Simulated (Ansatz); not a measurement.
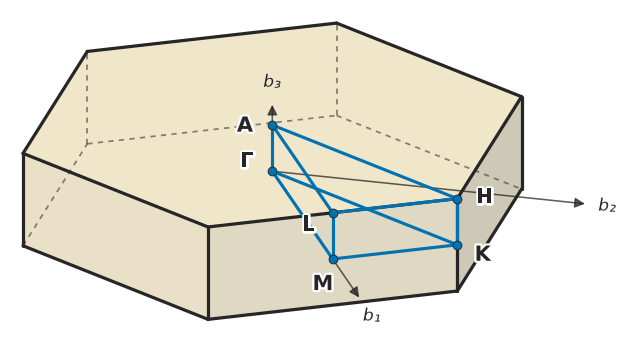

Crystal: MoS2, the geometry relaxed with Ansatz, DFT, PBE-D3(BJ), plane waves, PAW; the starting structure was generated, so it need not be a known form of this composition. The figure shows the first Brillouin zone with its special points and a band path. All values are computed from the atomic coordinates in the standard setting (tolerance 0.002 Å).

Labels and path follow the convention of Hinuma et al. (2017), as computed by seekpath; the arrows show the directions of the reciprocal primitive vectors b₁, b₂, b₃.

Question: Name the Bravais lattice of the crystal.

Answer: A primitive hexagonal lattice (hP; extended symbol hP2). The zone is a hexagonal prism in its combinatorial type: 8 faces (6 with 4 edges, 2 with 6 edges), 18 edges, 12 vertices.

Question: In which order does the conventional band path visit the special points?

Answer: Γ–M–K–Γ–A–L–H–A | L–M | H–K
